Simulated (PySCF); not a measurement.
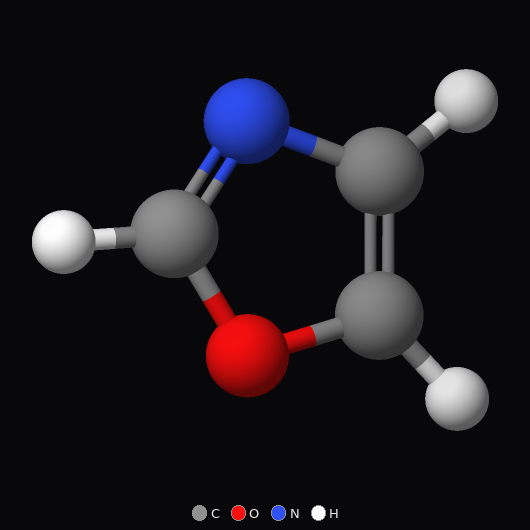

Ball-and-stick drawing of a structure. Double and triple bonds are drawn as two and three sticks.

The geometry was computed by an optimisation with PBE0-D3(BJ)/def2-SVP. No frequency run is at hand to confirm it as a minimum.

> What is the molecular formula?

C3H3NO, 8 atoms: 3 carbon, 3 hydrogen, 1 nitrogen and 1 oxygen.

> Which point group does it belong to?

Cs.

> Describe its rings.

Independent rings (smallest set): 1 of 5 members, 1 of them aromatic.

> How many atoms are distinct by symmetry?

8: 1 C, 1 C, 1 O, 1 C, 1 N, 1 H, 1 H, 1 H.

> How many bonds of each kind are drawn?

3 C–H, 2 C–O, 2 C–N, 1 C–C.

More results for the same structure follow; atom numbers are the same in all pictures, views and colours differ.

### Shape

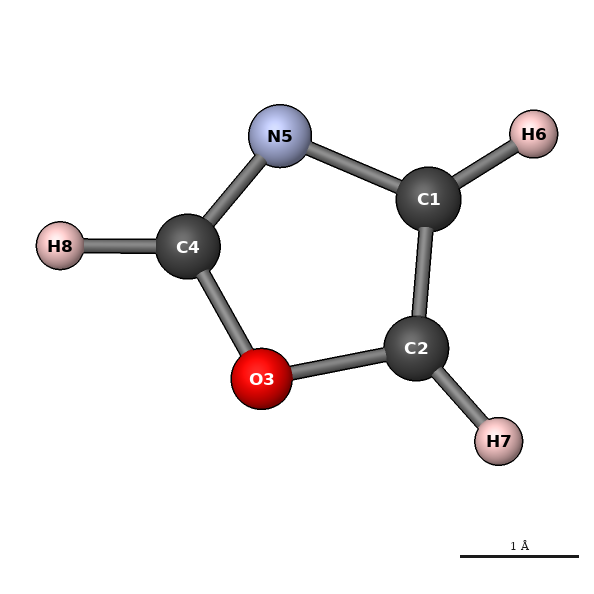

The atoms are numbered. No frequency run is at hand to confirm it as a minimum.

Give the bond lengths.

```
 bond  length (Å)     order
C1–C2       1.359  aromatic
C1–N5       1.379  aromatic
C1–H6       1.088    single
C2–O3       1.355  aromatic
C2–H7       1.086    single
O3–C4       1.343  aromatic
C4–N5       1.290  aromatic
C4–H8       1.089    single
```

### Dipole moment

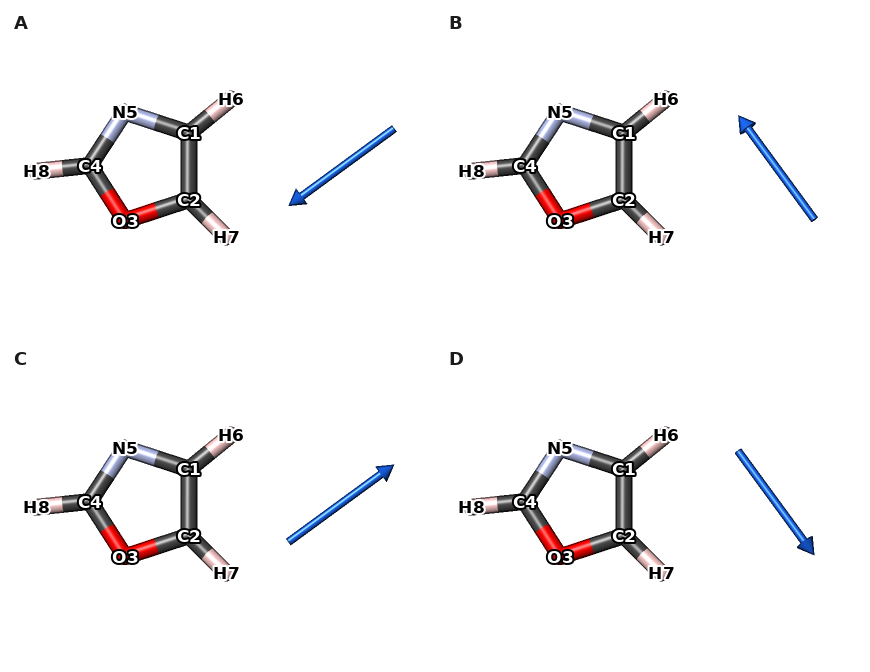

The same molecule four times, each with an arrow. No frequency run is at hand to confirm it as a minimum. Properties computed with B3LYP/pcJ-0, gas phase (PySCF 2.14.0).

> Which arrow points along the dipole moment, from the negative to the positive end?

D. The dipole moment is 1.62 D; it points from the side of N5, H8 to the side of H7 (the outermost atoms at the two ends).

### Spin–spin coupling

No frequency run is at hand to confirm it as a minimum. Properties computed with BHandHLYP/pcJ-1 indirect spin-spin coupling, non-relativistic, gas phase (PySCF 2.14.0). Isotopes: 13C, 1H, 15N, 17O.

Give the spin–spin coupling constants of these pairs, with the number of bonds between them: C1/H6, C2/H7, O3/C4, C2/H8.

```tsv
pair	bonds apart	J (Hz)
C1, H6	1	218.5
C2, H7	1	232.8
O3, C4	1	27.4
C2, H8	3	2.8
```

### Quadrupole coupling

No frequency run is at hand to confirm it as a minimum. Electric field gradients from the ground-state density, B3LYP/6-31G-J (PySCF 2.14.0), non-relativistic apart from any core potentials.

Give the largest field-gradient component, the quadrupole coupling constant and the asymmetry for 17O at O3 (Q = −25.6 mb), 14N at N5 (Q = 20.44 mb), 2H at H6 (Q = 2.86 mb), 2H at H7 (Q = 2.86 mb).

| atom | V_zz (a.u.) | e²qQ/h (MHz) | η |
| --- | --- | --- | --- |
| O3 | 1.404 | −8.45 | 0.04 |
| N5 | −0.959 | −4.61 | 0.08 |
| H6 | 0.313 | 0.211 | 0.07 |
| H7 | 0.316 | 0.212 | 0.09 |
